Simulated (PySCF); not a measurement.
C6H15Ge, SMILES C[CH2][Ge]([CH2]C)[CH2]C, doublet at its GFN2-xTB optimised geometry (Å):

```
22

C     -1.0571    -0.5619    -2.9741
C     -1.6851    -1.4090    -1.8807
Ge    -1.1768    -0.7529     0.0000
C      0.8791    -0.7529     0.0000
C      1.5044    -0.2146     1.2735
C     -1.7067     1.2371     0.0000
C     -1.9741     1.8268     1.3737
H     -1.3869    -0.9022    -3.9567
H     -1.3401     0.4833    -2.8666
H      0.0280    -0.6298    -2.9419
H     -2.7718    -1.3836    -1.9670
H     -1.3754    -2.4487    -1.9868
H      1.2280    -1.7678    -0.1911
H      1.1714    -0.1332    -0.8493
H      1.1826     0.8088     1.4561
H      2.5928    -0.2191     1.2047
H      1.2167    -0.8213     2.1301
H     -0.8843     1.7678    -0.4825
H     -2.5928     1.3439    -0.6264
H     -1.1036     1.7212     2.0180
H     -2.8105     1.3193     1.8506
H     -2.2165     2.8877     1.3016
```

Level of theory: PySCF 2.14.0 with unrestricted B3LYP/def2-SVP. Cells within 0.4 Å of a nucleus heavier than hydrogen are left out (blank, or x).

Map of the Laplacian of the electron density (e/bohr⁵), clipped to [-1.50, 1.50] on the plane z = 0.0 Å:

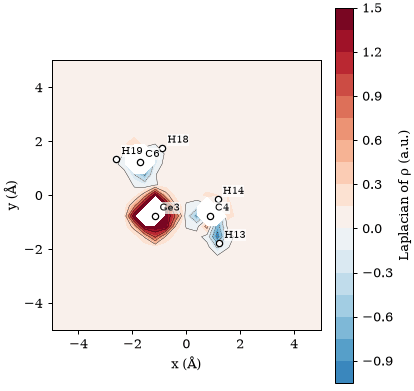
Figure. Laplacian of the electron density (e/bohr⁵), clipped to [-1.50, 1.50] on the plane z = 0.0 Å.
